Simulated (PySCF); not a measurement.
The calculation's input:

```
{"job": {"kind": "nmr", "xc": "PBE0", "basis": "pcSseg-1"}, "charge": 0, "multiplicity": 1}
C     -3.089806    -1.195872     0.423733
C     -1.992689    -0.244708     0.049168
C     -2.470108     1.044683    -0.539508
C     -0.706201    -0.536636     0.236084
Si     0.765909     0.535747    -0.197444
C      2.289365    -0.310875     0.622276
F      2.254561    -1.678641     0.305090
Si     4.031748     0.338758     0.179705
Cl     4.246722     0.417024    -1.813968
H     -3.743878    -0.742971     1.168894
H     -2.690003    -2.122439     0.826765
H     -3.700114    -1.428225    -0.448663
H     -1.640132     1.686817    -0.816319
H     -3.074702     0.848844    -1.424726
H     -3.100145     1.572021     0.177009
H     -0.475743    -1.504943     0.667433
H      0.730689     1.887388     0.383430
H      0.988099     0.623634    -1.643770
H      2.169826    -0.280740     1.711144
H      5.032156    -0.578286     0.716920
H      4.165527     1.686364     0.725680
```

Run with:

```sh
OMP_NUM_THREADS=1 python probes_run.py task.json out
```

Geometry: GFN2-xTB.

Level of theory: PySCF, PBE0/pcSseg-1, SCF density, gas phase, non-relativistic.

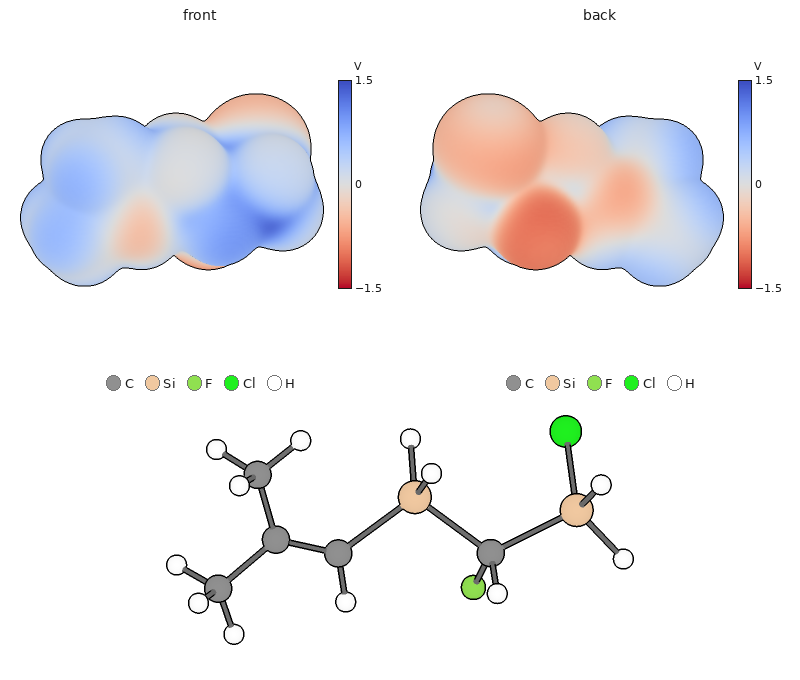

C5H12ClFSi2. The electrostatic potential painted on the density surface at 0.001 e/bohr³, seen from the front and from behind; red is negative and blue positive. The bare structure is drawn below in the same view.

Which sites attract a positive test charge, and which a negative one?

A positive charge is drawn to the negative regions and a negative charge to the positive ones. The most negative region (about −1.0 V, or −23 kcal/mol for a unit charge) lies over F7, the most positive (about +1.1 V, or +25 kcal/mol for a unit charge) over Si8.

How polar is the molecule by this calculation?

Its dipole moment is 2.93 D.
